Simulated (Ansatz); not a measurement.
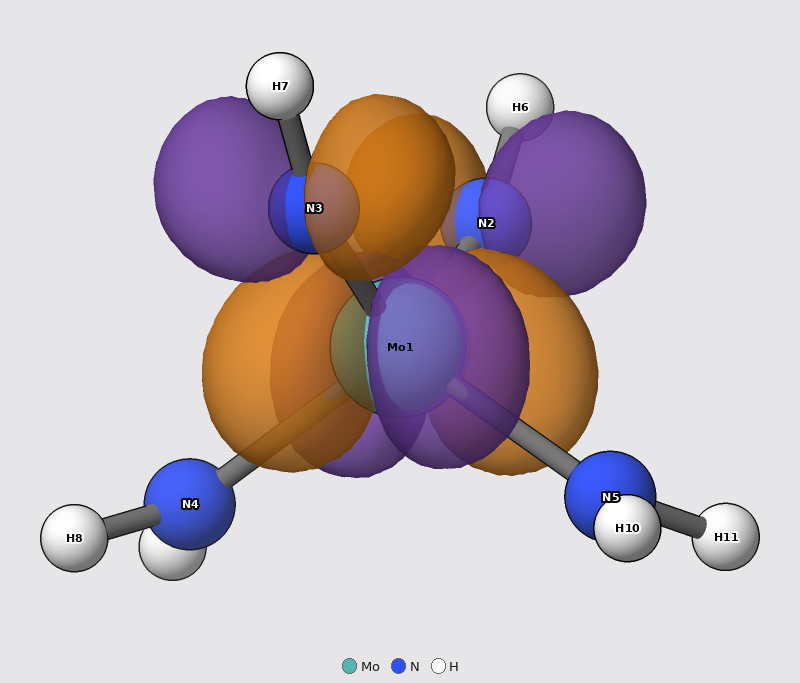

H$_{6}$MoN$_{4}$ (SMILES [NH]=[Mo](=[NH])([NH2])[NH2]). One frontier orbital at ±0.15 Å⁻³ᐟ² (orange and purple are the two phases), seen at a tilt.

Geometry: PBE0-D4/def2-SVP; core potentials replace the inner electrons of Mo.

All numbers below come from isolated molecule in a Gaussian basis; Kohn-Sham density functional theory, functional PBE0 (Ansatz 0.2.0).

Input

```
crystal:
  periodic: [false, false, false]
  atoms:
    - symbol: Mo
      position_ang: [0.115525, 0.403358, 0.051244]
    - symbol: N
      position_ang: [-0.755187, 1.879491, 0.295252]
    - symbol: N
      position_ang: [1.707489, 0.353228, 0.729315]
    - symbol: "N"
      position_ang: [-0.911219, -1.014658, 0.895209]
    - symbol: N
      position_ang: [0.301268, 0.158706, -1.867840]
    - symbol: H
      position_ang: [-0.914470, 2.827004, 0.627443]
    - symbol: H
      position_ang: [2.520574, 0.698159, 1.232719]
    - symbol: H
      position_ang: [-0.499456, -1.836207, 1.324310]
    - symbol: H
      position_ang: [-1.907664, -0.963534, 1.077130]
    - symbol: H
      position_ang: [1.095081, -0.293003, -2.308784]
    - symbol: H
      position_ang: [-0.313468, 0.579011, -2.556362]
basis:
  gaussian: {orbitals: def2-TZVPD}
output: {forces: true, orbitals: {seedname: orbitals}}
hamiltonian: {xc: {name: PBE0}}
```

Run with:

```sh
ansatz run input.yaml --threads 2 --pin off --max-ram 5220MiB --events-out events.jsonl --progress --plain --runs-dir runs
```

> Which orbital is it: HOMO or LUMO?

The LUMO, at −0.87 eV. Its weight (Hirshfeld) is mainly on Mo1 (about 50 %), N2 (about 15 %) and N3 (about 15 %).
